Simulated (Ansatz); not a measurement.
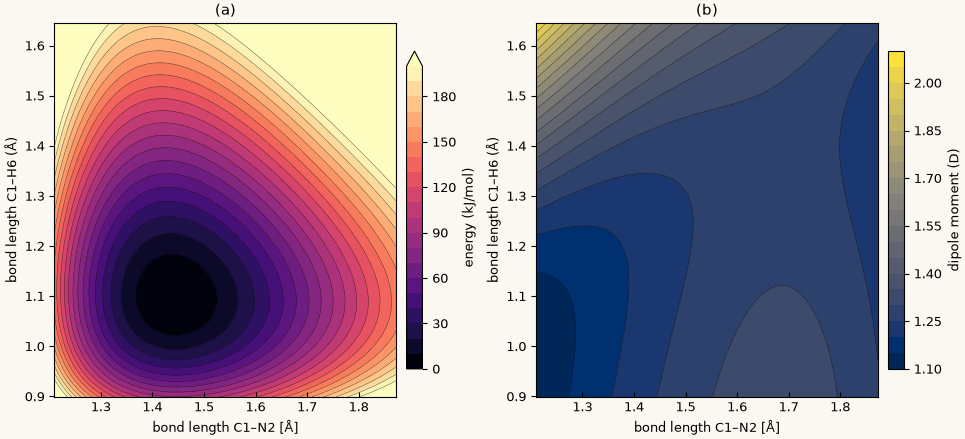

CH6AlNSi, SMILES C[N]1[AlH][SiH2]1. 
- First axis: bond length C1–N2. Second axis: bond length C1–H6.
- Nothing is relaxed (all other coordinates rigid).
- The scan uses a 13 × 13 grid.
- All energies are given in kJ/mol relative to the relaxed molecule at the same level.
- The reference is spin-restricted, which grows unreliable where a bond is stretched far.
- Theory: RKS PBE0-D4/def2-TZVP in Ansatz.

Panel (a) is the energy; panel (b) is the computed dipole moment, in D.

Drawn: filled contours, one colour for all values above the top of the scale. Between grid points the surface is interpolated.

Question: How does the dipole moment vary over the map, and what is it at the lowest grid point?

Answer: Leaving out the highest fifth of the energies, it runs from 1.11 D at bond length C1–N2 = 1.210 Å, bond length C1–H6 = 0.961 Å to 1.65 D at bond length C1–N2 = 1.376 Å, bond length C1–H6 = 1.645 Å. At the lowest grid point, bond length C1–N2 = 1.431 Å, bond length C1–H6 = 1.086 Å, it is 1.22 D.
